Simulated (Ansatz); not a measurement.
# FH5Si2···H2···NH3: what the fields show

Input file:

```
crystal:
  periodic: [false, false, false]
  atoms:
    - {symbol: Si, position_ang: [-0.448973, -1.650041, 0.099034]}
    - {symbol: H, position_ang: [1.100435, 1.622007, 2.707628]}
    - {symbol: H, position_ang: [-1.346602, -2.806857, 0.378393]}
    - {symbol: H, position_ang: [0.397777, -1.433463, 1.300204]}
    - {symbol: Si, position_ang: [-1.653057, 0.263464, -0.499525]}
    - {symbol: H, position_ang: [1.777373, -0.045950, -1.365612]}
    - {symbol: F, position_ang: [0.500667, -2.149273, -1.107203]}
    - {symbol: H, position_ang: [0.703434, 1.346013, 2.138306]}
    - {symbol: N, position_ang: [1.397023, 0.600686, -0.685002]}
    - {symbol: H, position_ang: [-1.349500, 1.391957, 0.419012]}
    - {symbol: H, position_ang: [-1.343696, 0.657691, -1.899620]}
    - {symbol: H, position_ang: [-3.122361, 0.008476, -0.422160]}
    - {symbol: H, position_ang: [1.317504, 1.506695, -1.129960]}
    - {symbol: H, position_ang: [2.069976, 0.688495, 0.066506]}
basis:
  gaussian: {orbitals: def2-TZVPP}
hamiltonian: {xc: pbe0, dispersion: d4}
output: {orbitals: {seedname: orbitals}}
```

Launched as:

```sh
ansatz run in.yaml --threads 8 --pin off --events-out ev --progress --plain --max-ram 19148MiB
```

The product side of a reaction path; geometry: PBE0-D4/def2-TZVP.

Level of theory: Ansatz, RKS PBE0-D4/def2-TZVPP.

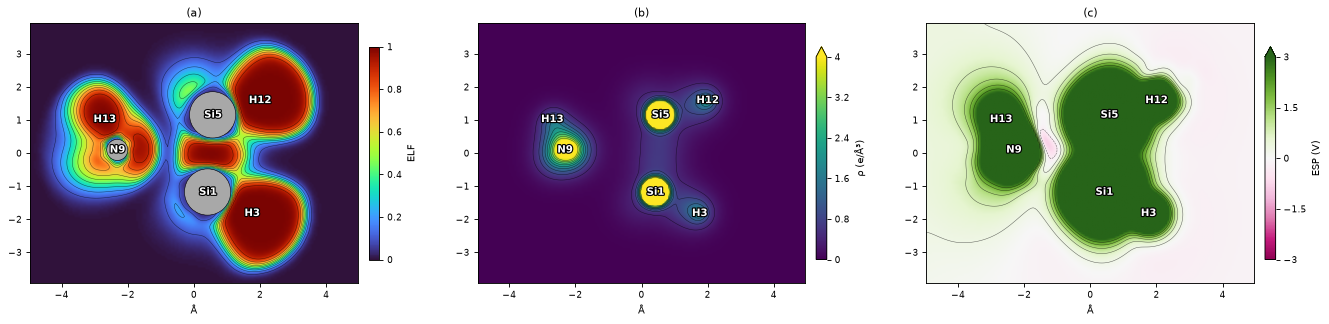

Figure 1. (a) ELF; (b) electron density; (c) electrostatic potential on the plane of atoms Si1, Si5 and H12. Grey discs cover the atomic cores in the ELF map.

Q: What do the fields say about this system?

A:
- Atoms in the plane: Si, H and N.
- Si1···N9 (3.01 Å): the density falls to about 0.09 e/Å³ on the way; the ELF is about 0.10 at the midpoint.
- Si–Si (2.34 Å): the density is about 0.66 e/Å³ at the midpoint; the ELF peaks at about 1 between the atoms: a covalent bond.
- N–H (1.01 Å): ρ at the midpoint is about 2.9 e/Å³; the ELF climbs to about 1 towards the hydrogen, as it does in any bond to H: an ordinary covalent bond to hydrogen.
- Si–H (1.49 Å): ρ is about 0.82 e/Å³ halfway; the ELF climbs to about 1 towards the hydrogen.
- The potential has no marked negative region in this plane.

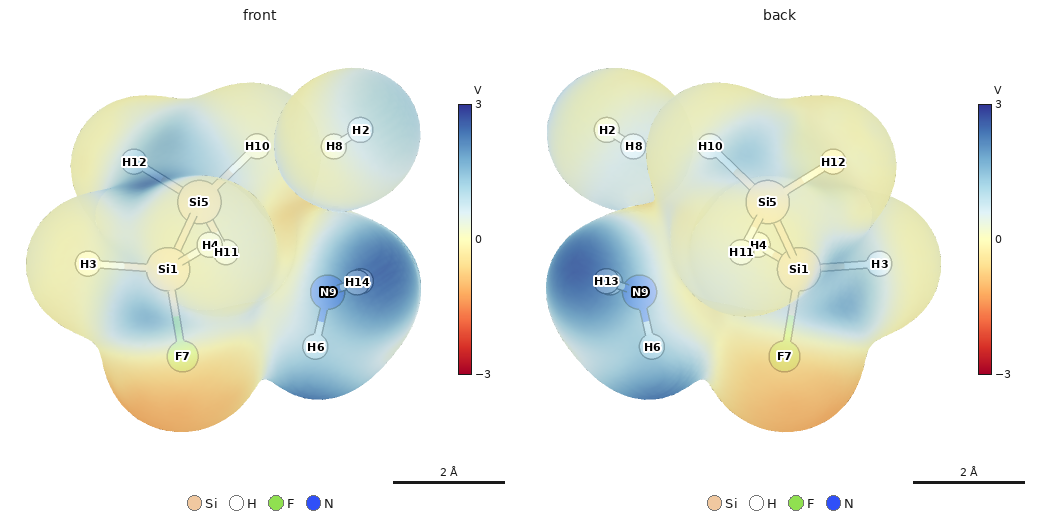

Figure 2. The electrostatic potential painted on the density surface at 0.004 e/bohr³, seen from the front and from behind; red is negative and blue positive.

Q: Where is the surface potential most negative and most positive?

A: The most negative region (about −1.1 V, or −25 kcal/mol for a unit charge) lies over F7, the most positive (about +2.5 V, or +58 kcal/mol for a unit charge) over H13 and H14.

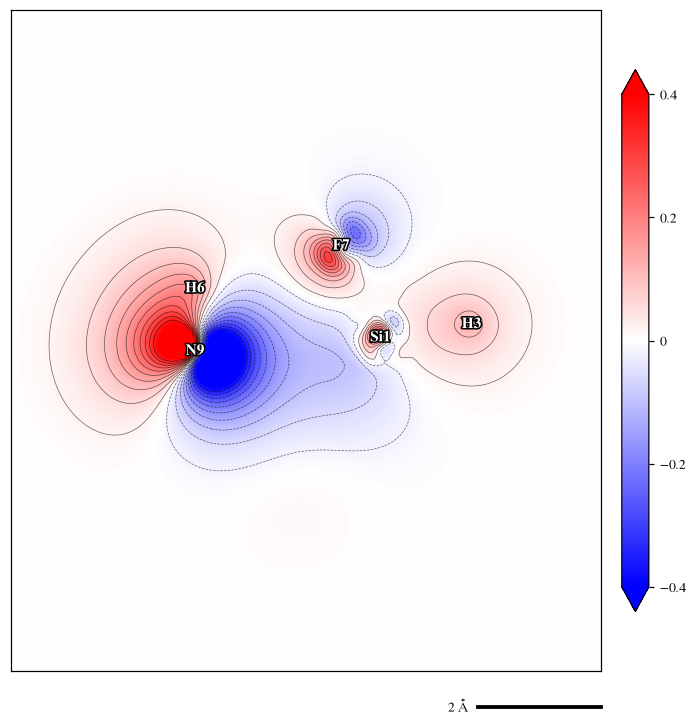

Figure 3. The HOMO−1 on the plane of atoms H3, Si1 and F7 (values in Å⁻³ᐟ²; the overall sign is arbitrary).

Q: What is the character of this orbital?

A: It lies mainly on N9 (about 35 %), Si5 (about 15 %), Si1 (about 15 %) and H4 (about 5 %). Its energy is −8.46 eV.
